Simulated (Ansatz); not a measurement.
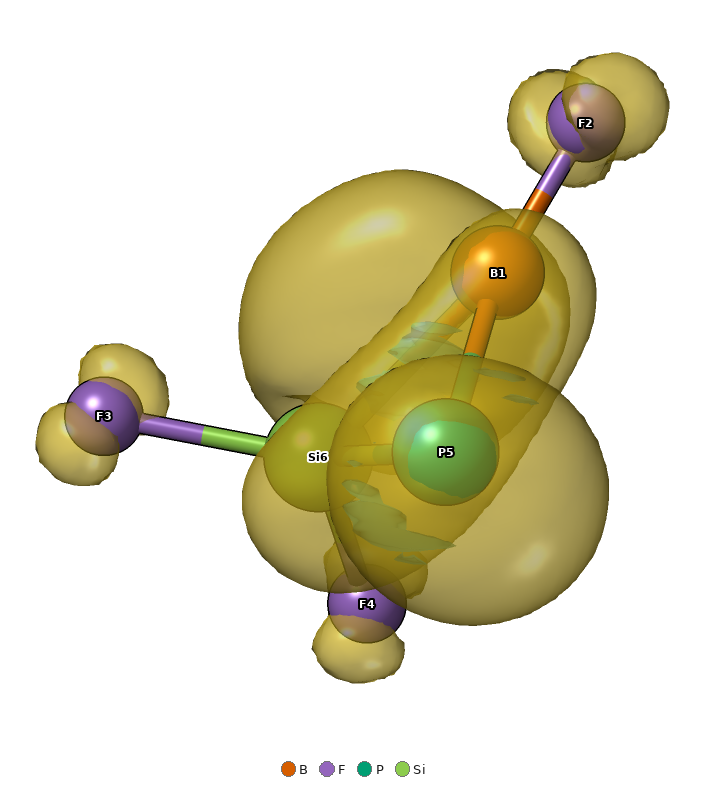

*BF3PSi (SMILES FB1[P][Si]1(F)F) (doublet). Isosurfaces of the spin density at +0.02 (yellow) and −0.02 e/Å³ (cyan), seen at an oblique angle.*

Geometry: PBE-D3(BJ)/def2-SVP.

These are results of isolated molecule in a Gaussian basis; Kohn-Sham density functional theory, functional PBE0 in Ansatz 0.2.0, not measurements.

```yaml
atoms:
  - { symbol: B, position_ang: [-2.0951, -0.0664, -0.7450] }
  - { symbol: F, position_ang: [-2.6407, 1.0130, -1.2647] }
  - { symbol: F, position_ang: [0.2409, -0.3677, 1.4931] }
  - { symbol: F, position_ang: [-2.0478, -1.1229, 2.3272] }
  - { symbol: P, position_ang: [-1.5853, -1.8068, -0.9218] }
  - { symbol: Si, position_ang: [-1.2339, -0.8013, 0.9528] }
```

Where is the unpaired spin?

The unpaired spin (1 electron) lies mostly on P5 (about 0.4), Si6 (about 0.3) and B1 (about 0.2), in electrons by Hirshfeld's partition.
